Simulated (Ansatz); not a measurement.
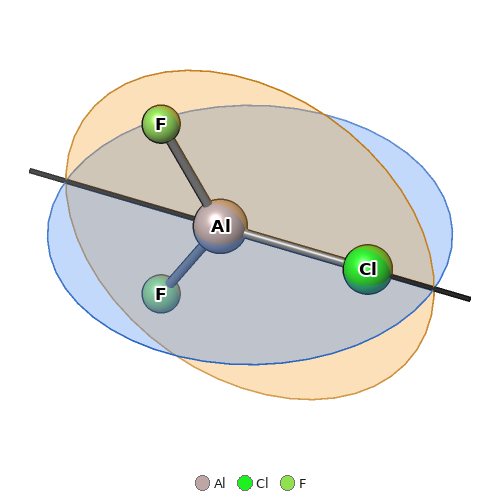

All proper rotation axes (lines) and mirror planes (discs) of the structure are drawn in. Atoms fade into the background with distance from the viewer. The geometry was computed by an optimisation with PBE0-D4/def2-TZVP.

**Name the symmetry elements and the point group.**

It has 1 C2 axis and 2 mirror planes. Point group C2v. The group has 4 operations. The geometry is achiral, and symmetry allows a dipole moment.
